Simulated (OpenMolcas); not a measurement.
## Multiconfigurational calculation: Ru²⁺ (part 2 of 2)

The same run, continued: Ru²⁺. Method: state-averaged CASSCF, active space 6 electrons in the shell 4d, basis ANO-RCC-VDZP, DKH2 scalar Hamiltonian, spin-orbit coupling by RASSI with atomic mean-field integrals (OpenMolcas).

**Log (extracts), continued**
```
--- RASSI ---
SPIN-FREE ENERGIES:
  (Shifted by EMIN (a.u.) =      -4526.5496757603)

 SF State       Relative EMIN(au)   Rel lowest level(eV)    D:o, cm**(-1)      L_eff

     1             0.0000000000        0.0000000000              0.0000         2.0
     2             0.0000000000        0.0000000000              0.0000         2.0
     3             0.0000000000        0.0000000000              0.0000         2.0
     4             0.0000000000        0.0000000000              0.0000         2.0
     5             0.0000000000        0.0000000000              0.0000         2.0
     6             0.0769365954        2.0935514132          16885.6309         5.0
     7             0.0769365954        2.0935514132          16885.6309         5.0
     8             0.0769365954        2.0935514132          16885.6309         5.0
     9             0.0769365954        2.0935514132          16885.6309         5.0
    10             0.0769365954        2.0935514132          16885.6309         5.0
    11             0.0769365954        2.0935514132          16885.6309         5.0
    12             0.0769365954        2.0935514132          16885.6309         5.0
    13             0.0769365954        2.0935514132          16885.6309         5.0
    14             0.0769365954        2.0935514132          16885.6309         5.0
    15             0.0769365954        2.0935514132          16885.6309         5.0
    16             0.0769365954        2.0935514132          16885.6309         5.0
    17             0.0865068977        2.3539726059          18986.0695         1.0
    18             0.0865068977        2.3539726059          18986.0695         1.0
    19             0.0865068977        2.3539726059          18986.0695         1.0
    20             0.0884768848        2.4075786863          19418.4317         3.0
    21             0.0884768848        2.4075786863          19418.4317         3.0
    22             0.0884768848        2.4075786863          19418.4317         3.0
    23             0.0884768848        2.4075786863          19418.4317         3.0
    24             0.0884768848        2.4075786863          19418.4317         3.0
    25             0.0884768848        2.4075786863          19418.4317         3.0
    26             0.0884768848        2.4075786863          19418.4317         3.0
    27             0.0962976017        2.6203912332          21134.8806         4.0
    28             0.0962976017        2.6203912332          21134.8806         4.0
    29             0.0962976017        2.6203912332          21134.8806         4.0
    30             0.0962976017        2.6203912332          21134.8806         4.0
    31             0.0962976017        2.6203912332          21134.8806         4.0
    32             0.0962976017        2.6203912332          21134.8806         4.0
    33             0.0962976017        2.6203912332          21134.8806         4.0
    34             0.0962976017        2.6203912332          21134.8806         4.0
    35             0.0962976017        2.6203912332          21134.8806         4.0
    51             0.1154048931        3.1403271198          25328.4464         6.0
    52             0.1154048931        3.1403271198          25328.4464         6.0
    53             0.1154048931        3.1403271198          25328.4464         6.0
    54             0.1154048931        3.1403271198          25328.4464         6.0
    55             0.1154048931        3.1403271198          25328.4464         6.0
Eigenvalues of complex Hamiltonian:
   -----------------------------------
  (Shifted by EMIN (a.u.) =      -4526.5496757603)

 SO State       Relative EMIN(au)   Rel lowest level(eV)    D:o, cm**(-1)     J-value

     1            -0.0060408462        0.0000000000              0.0000         3.2
     2            -0.0060408462        0.0000000000              0.0000         3.4
     3            -0.0060408462        0.0000000000              0.0000         3.7
     4            -0.0060408462        0.0000000000              0.0000         1.7
     5            -0.0060408462        0.0000000000              0.0000         3.5
     6            -0.0060408462        0.0000000000              0.0000         3.0
     7            -0.0060408462        0.0000000000              0.0000         3.8
     8            -0.0060408462        0.0000000000              0.0000         2.1
     9            -0.0060408462        0.0000000000              0.0000         3.7
    10            -0.0005732825        0.1487799880           1199.9915         2.0
    11            -0.0005732825        0.1487799880           1199.9915         2.4
    12            -0.0005732825        0.1487799880           1199.9915         1.4
    13            -0.0005732825        0.1487799880           1199.9915         2.8
    14            -0.0005732825        0.1487799880           1199.9915         2.9
    15            -0.0005732825        0.1487799880           1199.9915         2.4
    16            -0.0005732825        0.1487799880           1199.9915         2.5
    17             0.0027784473        0.2399852006           1935.6112         1.7
    18             0.0027784473        0.2399852006           1935.6112         1.3
    19             0.0027784473        0.2399852006           1935.6112         1.3
    20             0.0027784473        0.2399852006           1935.6112         1.8
    21             0.0027784473        0.2399852006           1935.6112         1.6
    22             0.0049301180        0.2985351435           2407.8483         0.7
    23             0.0049301180        0.2985351435           2407.8483         1.0
    24             0.0049301180        0.2985351435           2407.8483         0.6
    25             0.0059681592        0.3267816837           2635.6720        -0.0
    26             0.0735389891        2.1654776347          17465.7550         4.7
    27             0.0735389891        2.1654776347          17465.7550         5.2
    28             0.0735389891        2.1654776347          17465.7550         4.9
    29             0.0735389891        2.1654776347          17465.7550         5.1
    30             0.0735389891        2.1654776347          17465.7550         4.2
    31             0.0735389891        2.1654776347          17465.7550         4.7
    32             0.0735389891        2.1654776347          17465.7550         4.6
    33             0.0735389891        2.1654776347          17465.7550         5.3
    34             0.0735389891        2.1654776347          17465.7550         5.5
    35             0.0735389891        2.1654776347          17465.7550         5.3
    36             0.0735389891        2.1654776347          17465.7550         3.4
    37             0.0735389891        2.1654776347          17465.7550         4.6
    38             0.0735389891        2.1654776347          17465.7550         4.8
    39             0.0754210787        2.2166919025          17878.8259         4.7
    40             0.0754210787        2.2166919025          17878.8259         4.2
    41             0.0754210787        2.2166919025          17878.8259         4.4
Weights of the five most important spin-orbit-free states for each spin-orbit state.

 SO State  Total energy (au)           Spin-free states, spin, and weights
 -------------------------------------------------------------------------------------------------------
    1        -0.006041       5 2.0  0.3139    4 2.0  0.3123    3 2.0  0.1457    2 2.0  0.1269    1 2.0  0.0902
    2        -0.006041       1 2.0  0.3106    4 2.0  0.2601    2 2.0  0.2395    3 2.0  0.1508    5 2.0  0.0279
    3        -0.006041       2 2.0  0.3669    1 2.0  0.3390    4 2.0  0.1144    3 2.0  0.1071    5 2.0  0.0615
    4        -0.006041       3 2.0  0.4724    5 2.0  0.4201    2 2.0  0.0465    1 2.0  0.0412    4 2.0  0.0088
    5        -0.006041       4 2.0  0.3202    2 2.0  0.2114    5 2.0  0.1894    1 2.0  0.1754    3 2.0  0.0925
    6        -0.006041       4 2.0  0.2948    5 2.0  0.2624    3 2.0  0.2200    2 2.0  0.1961    1 2.0  0.0155
    7        -0.006041       1 2.0  0.2718    4 2.0  0.2480    2 2.0  0.2170    3 2.0  0.1497    5 2.0  0.1025
    8        -0.006041       3 2.0  0.3995    5 2.0  0.3623    1 2.0  0.1064    2 2.0  0.0717    4 2.0  0.0491
    9        -0.006041       1 2.0  0.4300    2 2.0  0.3041    4 2.0  0.1725    3 2.0  0.0424    5 2.0  0.0401
   10        -0.000573       5 2.0  0.3309    2 2.0  0.2912    4 2.0  0.2400    1 2.0  0.0970    3 2.0  0.0354
   11        -0.000573       1 2.0  0.4401    5 2.0  0.3804    2 2.0  0.0960    3 2.0  0.0403    4 2.0  0.0377
   12        -0.000573       5 2.0  0.2516    3 2.0  0.2430    2 2.0  0.2321    4 2.0  0.2283    1 2.0  0.0396
```

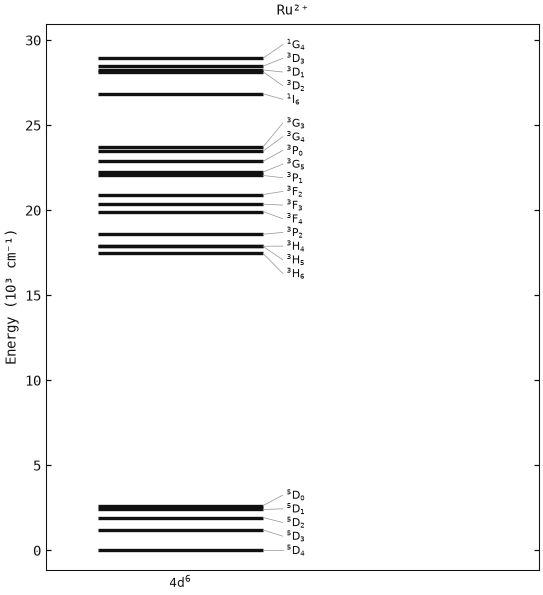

Fig. 2: Level diagram of Ru III (Ru²⁺). The lowest level is 4d⁶ ⁵D₄. The first excited level, 4d⁶ ⁵D₃, lies at 1,200 cm⁻¹. The ground term spreads over 2,640 cm⁻¹ in the order J = 4, 3, 2, 1, 0, an inverted multiplet. All levels drawn have even parity, so no electric dipole line joins them. The leading LS term holds 92 % of a level on average, 99 % of the ground level. The ground level has g = 1.498. Spin-orbit coupling puts the ground level 1,330 cm⁻¹ below the lowest spin-free term.

| Configuration | Level | E (cm⁻¹) | LS purity (%) |
| --- | --- | --- | --- |
| 4d⁶ | ⁵D₄ | 0 | 99 |
| 4d⁶ | ⁵D₃ | 1,200 | 99 |
| 4d⁶ | ⁵D₂ | 1,936 | 99 |
| 4d⁶ | ⁵D₁ | 2,408 | 99 |
| 4d⁶ | ⁵D₀ | 2,636 | 98 |
| 4d⁶ | ³H₆ | 17,470 | 98 |
| 4d⁶ | ³H₅ | 17,880 | 90 |
| 4d⁶ | ³H₄ | 17,890 | 71 |
| 4d⁶ | ³P₂ | 18,600 | 97 |
| 4d⁶ | ³F₄ | 19,930 | 69 |
| 4d⁶ | ³F₃ | 20,360 | 83 |
| 4d⁶ | ³F₂ | 20,930 | 98 |
| 4d⁶ | ³P₁ | 22,050 | 97 |
| 4d⁶ | ³G₅ | 22,240 | 90 |
| 4d⁶ | ³P₀ | 22,880 | 90 |
| 4d⁶ | ³G₄ | 23,480 | 81 |
| 4d⁶ | ³G₃ | 23,720 | 83 |
| 4d⁶ | ¹I₆ | 26,850 | 98 |

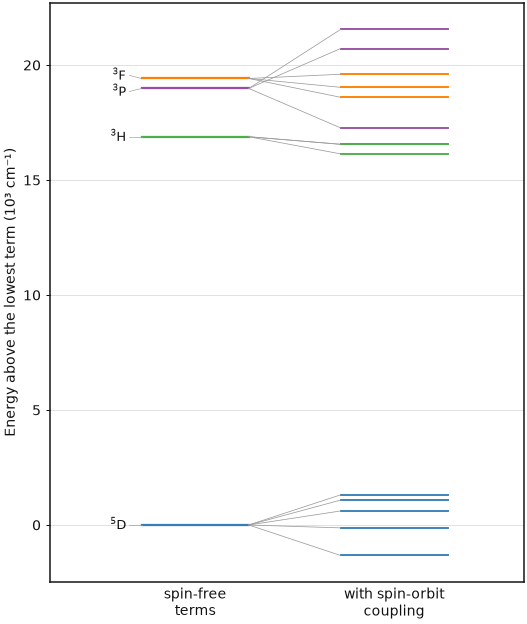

Fig. 3: Terms of Ru²⁺ without and with spin-orbit coupling; the J values are left off. ⁵D (at 0) splits over 2,640 cm⁻¹ into J = 4, 3, 2, 1, 0 from the bottom up (inverted); ³H (at 16,900 cm⁻¹) splits over 420 cm⁻¹ into J = 6, 5, 4 from the bottom up (inverted); ³P (at 19,000 cm⁻¹) splits over 4,280 cm⁻¹ into J = 2, 1, 0 from the bottom up (inverted); ³F (at 19,400 cm⁻¹) splits over 1,000 cm⁻¹ into J = 4, 3, 2 from the bottom up (inverted). The ground level lies 1,330 cm⁻¹ below the lowest term.

Outcome of the run: converged.
